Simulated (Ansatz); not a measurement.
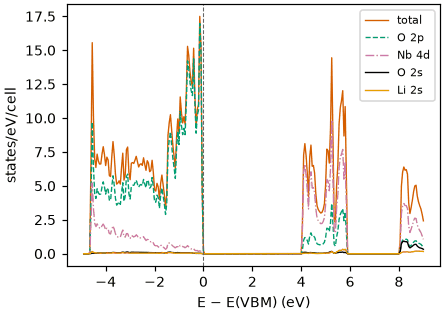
Fig. 1. Total and projected density of states of LiNbO3 in space group R3c (No. 161; Li on 6a, Nb on 6a, O on 18b), r²SCAN in the plane-wave PAW code Ansatz

Which orbitals carry the states next to the gap?

Top 1 eV of the valence band: O 2p 94 %. Bottom 1 eV of the conduction band: Nb 4d 77 %, O 2p 19 %. Projections are on Löwdin-orthogonalised atomic valence shells; empty p or d shells of many metals are not among them.

The cell was relaxed with r²SCAN under the symmetry of its start. No spin polarisation was allowed. Scalar-relativistic: spin–orbit coupling is off unless named, which matters more the heavier the elements.

Potentials: the earlier of the program's two PAW sets. The files were generated under PBE; for other functionals the program regenerates the frozen cores, and for LDA and PBEsol the local potential too.
